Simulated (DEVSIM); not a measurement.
System: abrupt GaAs p-n junction, at 300 K.

```
layer (left to right)  material  thickness (μm)  Nd (cm⁻³)  Na (cm⁻³)  τn (s)  τp (s)
---------------------  --------  --------------  ---------  ---------  ------  ------
1                          GaAs            2.90          -     1.6e15  8.6e-9  8.6e-9
2                          GaAs            20.0     9.8e14          -  8.6e-9  8.6e-9
```

Left contact: ohmic. Right contact: ohmic. Voltage is applied to the left contact. Recombination: SRH at mid-gap. Mobility is μmin + (μ − μmin)/(1 + (N/Nref)^α).

Constants are typed, rounded textbook-type inputs, not results; the design itself was drawn at random and stands for no fabricated device. Values at 300 K.

```csv
parameter,GaAs
gap (eV),1.424
affinity (eV),4.07
permittivity,12.9
Nc (cm⁻³),4.7e17
Nv (cm⁻³),9e18
μn (cm²/Vs),8500
μp (cm²/Vs),400
"μn,min",500
"μp,min",20
"Nref,n",6e16
"Nref,p",1.5e17
αn,0.39
αp,0.38
```

Simulated with DEVSIM: 1D drift-diffusion, Boltzmann statistics, complete ionisation; no tunnelling, impact ionisation, image-force lowering or self-heating.

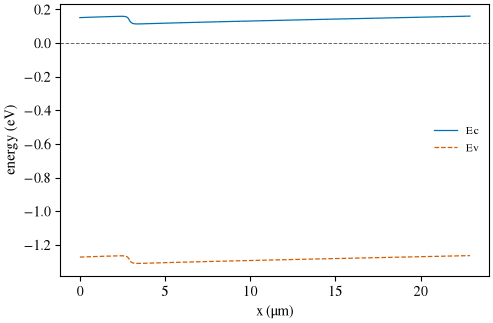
Fig. 1. Band edges at 1.05 V on the left contact

Energies count from the Fermi level of the right contact; mesh points crowd at the junctions.

```
x (μm)   Ec (eV)  Ev (eV)  n (cm⁻³)  p (cm⁻³)  field (V/cm)
-------  -------  -------  --------  --------  ------------
0.000      0.151   -1.273     < 1e2    1.6e15            37
0.03463    0.151   -1.273    2.7e12    1.6e15            37
0.1183     0.151   -1.273    9.2e12    1.6e15            37
0.3208     0.152   -1.272    2.5e13    1.6e15            36
1.081      0.155   -1.269    7.9e13    1.7e15            33
2.084      0.158   -1.266    1.5e14    1.7e15            28
2.577      0.158   -1.266    1.8e14    1.7e15           -66
2.816      0.150   -1.274    2.8e14    1.2e15          -980
2.880      0.141   -1.283    4.0e14    8.6e14         -1800
2.907      0.136   -1.288    4.9e14    6.9e14         -2000
2.951      0.128   -1.296    6.6e14    5.1e14         -1400
3.121      0.116   -1.308    1.1e15    3.0e14          -300
3.476      0.113   -1.311    1.2e15    2.4e14            17
4.347      0.116   -1.308    1.2e15    1.9e14            29
7.667      0.125   -1.299    1.1e15    7.1e13            25
14.05      0.140   -1.284    9.9e14    9.8e12            23
19.30      0.152   -1.272    9.8e14    1.7e12            22
21.45      0.156   -1.268    9.8e14    6.1e11            22
22.47      0.159   -1.265    9.8e14    1.8e11            22
22.74      0.159   -1.265    9.8e14    6.9e10            22
22.85      0.159   -1.264    9.8e14    2.2e10            22
22.90      0.160   -1.264    9.8e14     < 1e2            22
```
